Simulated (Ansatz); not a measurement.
# TaInGe in the AlB2 type: lattice stability ahead of a resistivity run, part 3 of 3

The plan: relax TaInGe in the AlB2 type, check its phonons, and, if the lattice is stable, compute its Eliashberg function and ρ(T).

Ansatz 0.2.0; DFT PBE, scalar-relativistic, plane waves, PAW; PAW set soft_1.

So far, highest frequency, solved or plainly interpolated (cm⁻¹): step 5 (lattice stability: q 2×2×2, k 4×4×6) 211. Also lowest on path (cm⁻¹): step 5 -15.2. The relaxed cell has a = 4.897, c = 2.788 Å (conventional setting).

The structure was built from a prototype and need not be the compound's stable phase.

## (6) Lattice stability: q 3×3×3, k 6×6×9 (continued)

No LO-TO term; unit eigenvectors of the mass-weighted matrix. The modes at Γ (shares of kinetic energy by element, %) (negative means imaginary):

| mode | frequency (cm⁻¹) | symmetry | Ta % | Ge % | In % |
| --- | --- | --- | --- | --- | --- |
| 1 | -49.9 | A2'' | 20 | 78 | 2 |
| 2 | 0.0 | unnamed | 49 | 20 | 31 |
| 3 | 0.0 | unnamed | 49 | 20 | 31 |
| 4 | 0.0 | unnamed | 49 | 20 | 31 |
| 5 | 56.0 | E' | 48 | 37 | 15 |
| 6 | 56.0 | E' | 48 | 37 | 15 |
| 7 | 63.2 | A2'' | 31 | 2 | 67 |
| 8 | 170.1 | E' | 3 | 43 | 54 |
| 9 | 170.1 | E' | 3 | 43 | 54 |

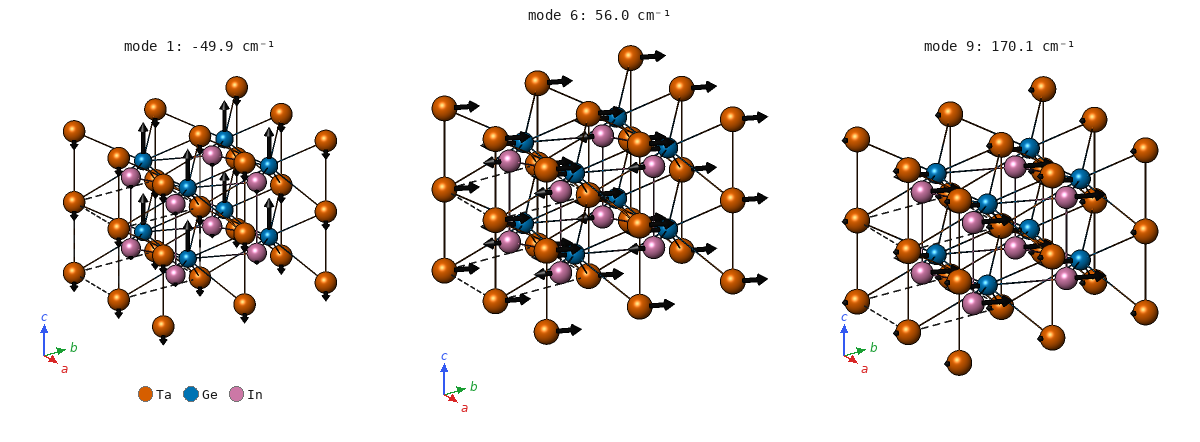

Displacement patterns of modes 1, 6 and 9 at Γ; arrows are exaggerated. 2×2×2 cells are drawn. Some periodic images of atoms are drawn too.

Among the solved wavevectors the lowest mode, translations apart, is -50.4 cm⁻¹, imaginary.

## (7) Phonons: Fermi–Dirac smearing of 0.3 eV

The phonons are repeated on the same meshes with a wide Fermi–Dirac smearing, to see whether the soft mode comes from sharp features of the Fermi surface.

Contents of input.yaml:

```yaml
crystal:
  lattice:
    - [4.8968546896, 3.3748e-06, 0.0]
    - [-2.4484302674, 4.2407988725, 0.0]
    - [0.0, 0.0, 2.7875803772]
  atoms:
    - { symbol: Ta, position: [0.0, 0.0, 0.0] }
    - { symbol: Ge, position: [0.3333333333, 0.6666666667, 0.5] }
    - { symbol: In, position: [0.6666666667, 0.3333333333, 0.5] }
kpoints:
  mp_grid: { grid: [6, 6, 9] }
hamiltonian:
  xc: pbe
  pseudopotentials: { kind: paw, azcp: { folder: soft_1 } }
scf:
  occupations: { method: fermi_dirac, width: 0.3 }
output:
  eigenvalues: true
phonons:
  method: dfpt
  qmesh: [3, 3, 3]
  temperatures: { t_max: 1000, t_step: 50 }
  qpath:
    path:
      - [[0.0, 0.0, 0.0], [0.5, 0.0, 0.0], [0.33333333, 0.33333333, 0.0], [0.0, 0.0, 0.0], [0.0, 0.0, 0.5], [0.5, 0.0, 0.5], [0.33333333, 0.33333333, 0.5], [0.0, 0.0, 0.5]]
      - [[0.5, 0.0, 0.5], [0.5, 0.0, 0.0]]
      - [[0.33333333, 0.33333333, 0.5], [0.33333333, 0.33333333, 0.0]]
    npoints: 10
```

Run with:

```console
$ ansatz run input.yaml --threads 4 --pin off --max-ram 12288MiB --backend cpu --events-out ev --progress --plain --runs-dir out
```

Numbers of over 12 decimals in the logs are rounded to 6 here.

The program printed:

```text
[...]
band count auto-derived: 26 (N_el = 40.0; filled up to band 20; 24 by the electrons, moments and atoms)
[...]
Crystal: 3 atoms, lattice volume = 57.889 Å³
Basis set: ecut = 420 eV, 1143 PW (Γ), exchange–correlation on 72×72×40 points (8 copies of the dense FFT grid, shifted against one another)
Bands: 26, of which v1, the nominal top of the filled ones, is band 20 counted from 1 (19 counted from 0)
Symmetry: 12 space group operations
k-points: 35 of 324 (time reversal used)
[...]
SCF iter   1: F=—  HF=-19826.137705 eV  |F-HF|=—  |Δ(HF+E_count)|=         —  Δρ=4.97e-2  dr2=4.04e0  ethr=3.10e-3  ⟨swp⟩=5.1  Hψ=3514  notcnv=0
[...]
SCF iter  11: F=-19825.222107 eV  HF=-19825.222107 eV  |F-HF|=1.09e-11  |Δ(HF+E_count)|=    0.00e0  Δρ=3.52e-8  dr2=5.95e-13  ethr=1.00e-12  ⟨swp⟩=5.1  Hψ=3697  notcnv=0
SCF 1 converged in 11 iterations: F = -19825.222107 eV  dr2 = 5.95e-13
[...]
SCF iter   6: F=-19825.222107 eV  HF=-19825.222107 eV  |F-HF|=0.00e0  |Δ(HF+E_count)|=    0.00e0  Δρ=4.10e-9  dr2=7.00e-15  ethr=1.00e-12  ⟨swp⟩=1.0  Hψ=1960  notcnv=0
SCF 2 converged in 6 iterations: F = -19825.222107 eV  dr2 = 7.00e-15
[...]
SCF converged after 11 iterations
Free energy (F): -19825.222107 eV
[...]
Internal energy: -19824.636714 eV  (E = F + TS)
E sigma→0 (E₀):  -19824.929410 eV
Entropy (-TS):   -0.585393 eV (-195.131 meV/atom)
Fermi energy:    14.632686 eV
[...]
--- Band table (eV; the first three rows and the last of 35) ---
  k-point 0: bands = [... 16 lower, 10.4196, 10.4196, 11.7838, 14.5905, 14.5905, 17.9567, 17.9567, 18.2218, ... 2 higher]
  k-point 1: bands = [... 16 lower, 10.6731, 10.6731, 12.3205, 14.3217, 14.3217, 17.8188, 17.9953, 17.9953, ... 2 higher]
  k-point 2: bands = [... 16 lower, 11.4052, 11.4052, 13.4796, 13.6244, 13.6244, 15.9363, 18.0448, 18.0448, ... 2 higher]
  k-point 34: bands = [... 16 lower, 10.9206, 12.0990, 12.2614, 14.2723, 14.6645, 16.1685, 16.2483, 16.2727, ... 2 higher]
[...]
ASR residual: 3.163e-3 → 0.000e0 eV/Å²; symmetrization residual: 3.767e-5 eV/Å²
  ASR residual per site (eV/Å²): 3.16e-3 6.38e-5 9.47e-5
  Γ frequencies (cm⁻¹): -45.10 0.00 0.00 0.00 62.81 74.10 74.10 169.18 169.18
--- Phonons (arbitrary-q DFPT): 6 irreducible q on the 3×3×3 mesh ---
[...]
interpolated dispersion: 93 rows × 9 modes
[...]
```

Wall time 3.4 min (4 threads of AMD EPYC 7R13 (Zen 3), shared host); peak memory 1.6 GiB.

Numbers from this step:

| Item | Value |
| --- | --- |
| share of imaginary modes in the plain interpolation between solved wavevectors | 0.0519 |
| highest frequency, solved or plainly interpolated | 214.6 cm⁻¹ |

Solved on the 3×3×3 mesh alone; all other wavevectors are interpolated. Phonon branches along the path, in cm⁻¹:

```
    point  branch 1  branch 2  branch 3  branch 4  branch 5  branch 6  branch 7  branch 8  branch 9
        Γ       -45         0         0         0        63        74        74       169       169
        M       -38       -21       -15        58        71        83       100       158       177
        K       -35       -28        25        42        51        68       137       139       180
        Γ       -45         0         0         0        63        74        74       169       169
        A        65        65        66        66       150       158       158       158       215
        L        31        66        85        87       143       151       163       163       212
        H       -20        78        83       109       129       151       158       170       212
        A        65        65        66        66       150       158       158       158       215
jump to L        31        66        85        87       143       151       163       163       212
        M       -38       -21       -15        58        71        83       100       158       177
jump to H       -20        78        83       109       129       151       158       170       212
        K       -35       -28        25        42        51        68       137       139       180
```

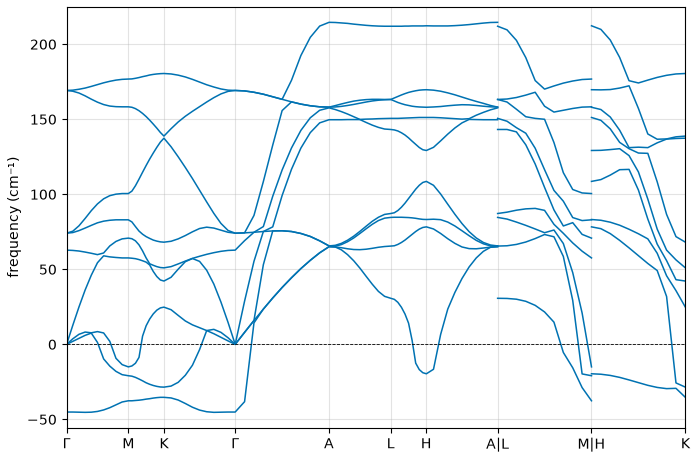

Phonon branches along the path.

Among the solved wavevectors the lowest mode, translations apart, is -45.1 cm⁻¹, imaginary.

## (8) Results

| Property | Result |
| --- | --- |
| phonon run of the rows without a label of their own | PBE, q 3×3×3, k 6×6×9 |
| softest mode on the q mesh | -50.4 cm⁻¹ at q = (0.333, 0, 0) |
| highest frequency, solved or plainly interpolated | 213 cm⁻¹ |

In words: The lattice is dynamically unstable at this level: a mode at q = (0.333, 0, 0) is imaginary, 50.4i cm⁻¹, so no harmonic coupling constant or resistivity is defined for this structure. These meshes are coarse, and single modes of a metal can move by tens of cm⁻¹ with the k mesh. The coarser mesh found an imaginary mode at another wavevector, which this mesh lacks. Spin–orbit coupling, left out here, matters for Ta. The phonon runs are not spin-polarised. The structure was built by hand as an ordered model, and its stability against other phases was not tested.

[Logs are printed without paths, hosts, clocks, repeated set-up lines and the standing remarks that a program may print on its own settings, such as how far it seeks lower states.]

[Hosts, paths, dates, database ids (printed as entryN), source tags and the programs' standing remarks are cut or masked in the printed files.]
